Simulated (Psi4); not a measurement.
**U-wB97X-D/aug-cc-pVQZ (density fitting, sweep point 3) run of AlH2O (SMILES [O][AlH2])**

Aim: the vertical electron affinity of AlH2O at U-wB97X-D/aug-cc-pVQZ (density fitting, sweep point 3), from 2 runs. 

The calculation is run with Psi4 1.11.

### 1 The molecule

AlH2O: 4 atoms, total charge 0, spin state doublet. As SMILES, `[O][AlH2]`. The coordinates come from a PBE0-D4/def2-TZVP relaxation.

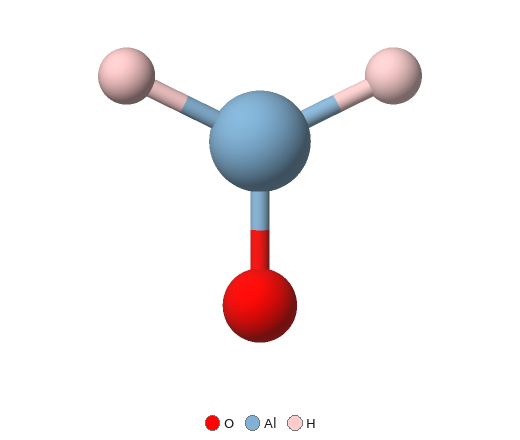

Viewed from a chosen angle; oxygen red, aluminium light blue, hydrogen pink.

### 2 The energy at U-wB97X-D/aug-cc-pVQZ (density fitting, sweep point 3)

Contents of input.inp:

```
memory 1600 MB

molecule system {
  0 2
  O      0.062600    -0.856300     1.401400
  Al     0.011300     0.029900    -0.080400
  H     -1.149600    -0.360800    -1.076000
  H      1.131100     1.126800    -0.265300
  units angstrom
  symmetry c1
}

set reference uks
set puream true
set scf_type df
set dft_radial_points 99
set dft_spherical_points 590
set maxiter 150

E, wfn = energy('wb97x-d/aug-cc-pVQZ', return_wfn=True)
```

Command:

```console
psi4 input.inp input.out -n 1
```

input.out:

```text
[...]
  Running in c1 symmetry.
[...]
  Nuclear repulsion =   43.785130971524083
[...]
  Multiplicity = 2
[...]
  Nalpha       = 12
  Nbeta        = 11
[...]
    Number of basis functions: 256
[...]
   @DF-UKS iter   1:  -318.36051390897512   -4.87591e-01   3.63309e-03 ADIIS/DIIS
[...]
   @DF-UKS iter  11:  -318.81806715680750   -5.75686e-07   2.65380e-07 DIIS
[...]
   @S^2 Observed:                7.547986496E-01
[...]
    Orbital Energies [Eh]
    ---------------------
    Alpha Occupied:
       1A    -56.191780     2A    -19.289650     3A     -4.262148
       4A     -2.806254     5A     -2.799126     6A     -2.797569
       7A     -1.063735     8A     -0.522878     9A     -0.498921
      10A     -0.443628    11A     -0.434853    12A     -0.402298
    Alpha Virtual:
      13A      0.004722    14A      0.022975    15A      0.024898
      16A      0.032369    17A      0.039672    18A      0.061516
      19A      0.069219    20A      0.076015    21A      0.083386
      22A      0.083768    23A      0.086317    24A      0.089405
      25A      0.095157    26A      0.131150    27A      0.169531
[...]
  @DF-UKS Final Energy:  -318.81806715680750
   => Energetics <=
    Nuclear Repulsion Energy =             43.7851309715240831
    One-Electron Energy =                -529.1485213777916670
    Two-Electron Energy =                 186.5048477927582553
    DFT Exchange-Correlation Energy =     -19.9591114266539762
    Empirical Dispersion Energy =          -0.0004131166441835
    VV10 Nonlocal Energy =                  0.0000000000000000
    Total Energy =                       -318.8180671568075013
[...]
 Multipole Moments:
 ------------------------------------------------------------------------------------
     Multipole            Electronic (a.u.)      Nuclear  (a.u.)        Total (a.u.)
 ------------------------------------------------------------------------------------
 L = 1.  Multiply by 2.5417464519 to convert [e a0] to [Debye]
 Dipole X            :          0.0343258           -0.0547747           -0.0204489
 Dipole Y            :         -0.5872450            0.9427464            0.3555014
 Dipole Z            :          0.9814457           -1.5760525           -0.5946068
 Magnitude           :                                                    0.6930777
[...]
```

Run time: 63 s. Hardware: 1 thread of Intel Xeon Platinum 8559C (Emerald Rapids), shared host; peak memory 1.4 GiB.

### 3 The singlet anion at the same level

Contents of input.inp:

```
memory 1600 mb

molecule mol {
  -1 1
  O      0.062600    -0.856300     1.401400
  Al     0.011300     0.029900    -0.080400
  H     -1.149600    -0.360800    -1.076000
  H      1.131100     1.126800    -0.265300
  symmetry c1
}

set globals {
  basis aug-cc-pVQZ
  puream true
  scf_type df
  dft_radial_points 99
  dft_spherical_points 590
}

energy_value, wavefunction = energy('wb97x-d', return_wfn=True)
```

Command:

```console
psi4 -i input.inp -o input.out -n 1
```

input.out:

```text
[...]
  Running in c1 symmetry.
[...]
  Nuclear repulsion =   43.785130971524083
[...]
  Multiplicity = 1
[...]
  Nalpha       = 12
  Nbeta        = 12
[...]
    Number of basis functions: 256
[...]
   @DF-RKS iter   1:  -318.50137737561829   -6.28454e-01   3.82279e-03 DIIS/ADIIS
[...]
   @DF-RKS iter  12:  -318.90335071407947   -9.26998e-08   2.38962e-07 DIIS
[...]
    Orbital Energies [Eh]
    ---------------------
    Doubly Occupied:
       1A    -55.942038     2A    -18.934314     3A     -4.012080
       4A     -2.556162     5A     -2.549216     6A     -2.547291
       7A     -0.693582     8A     -0.289164     9A     -0.206308
      10A     -0.132265    11A     -0.100832    12A     -0.087211
[...]
  @DF-RKS Final Energy:  -318.90335071407947
   => Energetics <=
    Nuclear Repulsion Energy =             43.7851309715240831
    One-Electron Energy =                -535.5418823674958730
    Two-Electron Energy =                 192.9178789343260974
    DFT Exchange-Correlation Energy =     -20.0640651357895656
    Empirical Dispersion Energy =          -0.0004131166441835
    VV10 Nonlocal Energy =                  0.0000000000000000
    Total Energy =                       -318.9033507140794654
[...]
 Multipole Moments:
 ------------------------------------------------------------------------------------
     Multipole            Electronic (a.u.)      Nuclear  (a.u.)        Total (a.u.)
 ------------------------------------------------------------------------------------
 L = 1.  Multiply by 2.5417464519 to convert [e a0] to [Debye]
 Dipole X            :          0.0158060           -0.0547747           -0.0389686
 Dipole Y            :         -0.2671836            0.9427464            0.6755628
 Dipole Z            :          0.4463571           -1.5760525           -1.1296954
 Magnitude           :                                                    1.3168581
[...]
```

Run time: 44 s. Hardware: 1 thread of Intel Xeon Platinum 8559C (Emerald Rapids), shared host; peak memory 1.4 GiB.

### 4 Results

Level: U-wB97X-D/aug-cc-pVQZ (density fitting, sweep point 3).

| quantity | value |
| --- | --- |
| doublet AlH2O: total energy | -318.81807 Eh |
| doublet AlH2O: dipole moment | 1.76 D |
| doublet AlH2O: HOMO energy (highest over α and β) | -10.95 eV |
| doublet AlH2O: LUMO energy (lowest over α and β) | -2.49 eV |
| doublet AlH2O: dispersion energy | -1.08 kJ/mol |
| doublet AlH2O: ⟨S²⟩ | 0.755 |
| singlet anion: total energy | -318.90335 Eh |
| singlet anion: HOMO energy | -2.37 eV |
| singlet anion: LUMO energy | 2.83 eV |
| singlet anion: HOMO–LUMO gap (to an unbound level, set by the basis) | 5.21 eV |
| singlet anion: dispersion energy | -1.08 kJ/mol |
| vertical electron affinity (to the singlet anion) | 2.321 eV |

In words: At fixed nuclei the extra electron is bound by 2.32 eV (54 kcal/mol).
